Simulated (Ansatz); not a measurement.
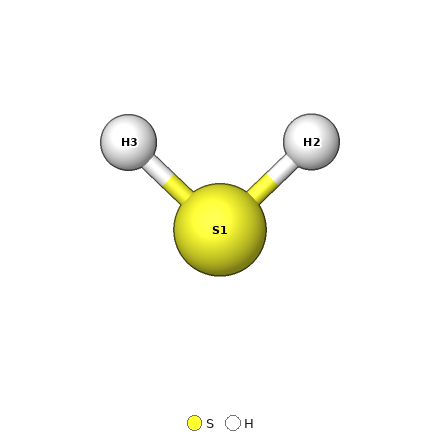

The system is H2S, SMILES S; the picture shows the reference structure. The first coordinate is: angle H2–S1–H3 (carried through 180); the second: change of the bonds S1–H2, S1–H3, all alike. Nothing is relaxed (all other coordinates rigid). The grid has 15 × 15 points; 120 points were computed and 105 follow by symmetry. Points are written as (first, second). Energies are in kJ/mol, from the lowest grid point. Theory: RKS r2SCAN0-D4/def2-TZVP in Ansatz.

Its coordinates:

```xyz
3

S     0.4927   -0.2790    0.2425
H     0.0983    0.9942    0.1622
H    -0.5909   -0.7152   -0.4047
```

Range: angle H2–S1–H3 (carried through 180) from 74.4 to 285.6°; change of the bonds S1–H2, S1–H3, all alike from −0.147 to 0.227 Å.

### What will the energy surface look like?

The lowest grid point is at (89.5°, 0.013 Å); the map holds 2 wells of about this depth. It is the only kind of minimum in the scanned range. The highest grid point, (180.0°, 0.227 Å), lies 413 kJ/mol above the lowest. On the interpolated surface the easiest way out of the lowest well to a well of about the same depth near (270.5°, 0.013 Å) passes a barrier of about 300 kJ/mol.

| second ↓, first → | 74.4 | 89.5 | 104.6 | 119.7 | 134.8 | 149.8 | 164.9 | 180.0 | 195.1 | 210.2 | 225.2 | 240.3 | 255.4 | 270.5 | 285.6 |
| --- | --- | --- | --- | --- | --- | --- | --- | --- | --- | --- | --- | --- | --- | --- | --- |
| 0.227 | 109 | 94 | 105 | 142 | 202 | 279 | 364 | 413 | 364 | 279 | 202 | 142 | 105 | 94 | 109 |
| 0.200 | 92 | 76 | 87 | 124 | 185 | 263 | 347 | 393 | 347 | 263 | 185 | 124 | 87 | 76 | 92 |
| 0.174 | 76 | 59 | 71 | 109 | 170 | 248 | 331 | 374 | 331 | 248 | 170 | 109 | 71 | 59 | 76 |
| 0.147 | 62 | 44 | 55 | 93 | 155 | 234 | 315 | 356 | 315 | 234 | 155 | 93 | 55 | 44 | 62 |
| 0.120 | 49 | 30 | 42 | 80 | 142 | 221 | 301 | 340 | 301 | 221 | 142 | 80 | 42 | 30 | 49 |
| 0.093 | 38 | 19 | 30 | 69 | 131 | 210 | 289 | 326 | 289 | 210 | 131 | 69 | 30 | 19 | 38 |
| 0.067 | 30 | 10 | 21 | 60 | 123 | 202 | 279 | 314 | 279 | 202 | 123 | 60 | 21 | 10 | 30 |
| 0.040 | 25 | 3 | 14 | 53 | 117 | 195 | 270 | 304 | 270 | 195 | 117 | 53 | 14 | 3 | 25 |
| 0.013 | 23 | 0 | 10 | 49 | 113 | 191 | 265 | 298 | 265 | 191 | 113 | 49 | 10 | 0 | 23 |
| −0.013 | 24 | 0 | 10 | 49 | 113 | 191 | 263 | 294 | 263 | 191 | 113 | 49 | 10 | 0 | 24 |
| −0.040 | 29 | 4 | 13 | 53 | 117 | 194 | 265 | 295 | 265 | 194 | 117 | 53 | 13 | 4 | 29 |
| −0.067 | 39 | 13 | 22 | 61 | 125 | 202 | 271 | 300 | 271 | 202 | 125 | 61 | 22 | 13 | 39 |
| −0.093 | 54 | 27 | 35 | 74 | 138 | 214 | 282 | 311 | 282 | 214 | 138 | 74 | 35 | 27 | 54 |
| −0.120 | 76 | 48 | 55 | 94 | 158 | 233 | 300 | 327 | 300 | 233 | 158 | 94 | 55 | 48 | 76 |
| −0.147 | 105 | 75 | 82 | 121 | 184 | 259 | 324 | 351 | 324 | 259 | 184 | 121 | 82 | 75 | 105 |

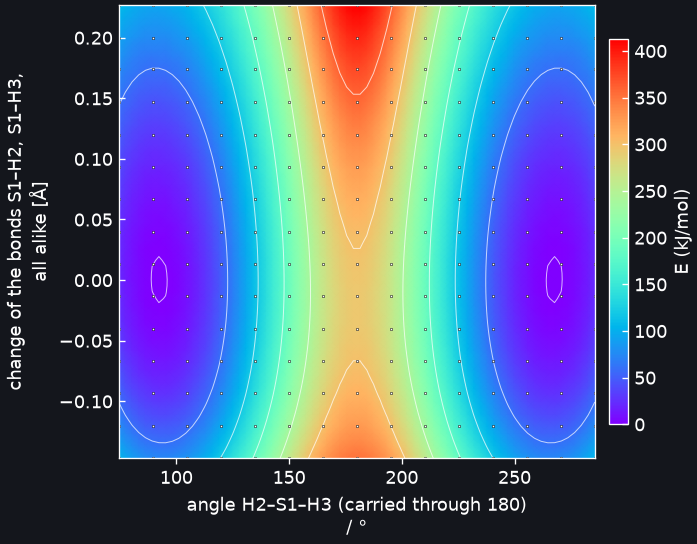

The picture shows a smooth colour map with a few white contour lines, dots at the grid points. Between grid points the surface is interpolated.

Each point was launched as `ansatz run input.yaml --threads 1 --pin off --max-ram 2560MiB --backend cpu --events-out ev --progress --plain --runs-dir out`. Time for the 120 points that were run: 2.1 min on 1 thread of Arm Neoverse V1 (shared host).
